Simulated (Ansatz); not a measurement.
Take SiC in the wurtzite structure (space group P6_3mc, No. 186; a = 3.075 Å, c = 5.049 Å) as the base. Axes: x lies along a and z along c of the hexagonal cell.

Structures relaxed with r2SCAN in Ansatz (plane waves to 500 eV, PAW, no SOC), earlier PAW set.

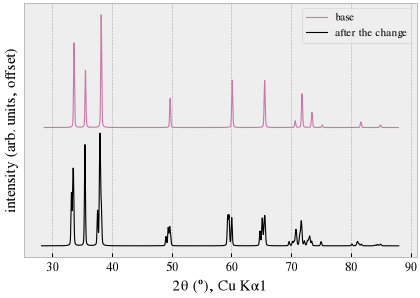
Simulated powder patterns before (top) and after one change

Question: Which change produced these results?
A) strain tensor (xx, yy, zz, yz, xz, xy) = (+0.12, +1.28, +0.24, +0.61, −0.10, +0.19) %
B) isotropic strain −0.65 %
C) uniaxial strain ε_xx = −2.62 %
D) biaxial strain −4.57 %, plane normal [001], relaxed out of plane

Answer: A, strain tensor (xx, yy, zz, yz, xz, xy) = (+0.12, +1.28, +0.24, +0.61, −0.10, +0.19) %. Its volume per atom is 10.51 Å³ against 10.34 Å³, and its space group is P1 (No. 1).

Stability against distortions was not tested.

Ansatz is a quantum-chemistry and plane-wave program.
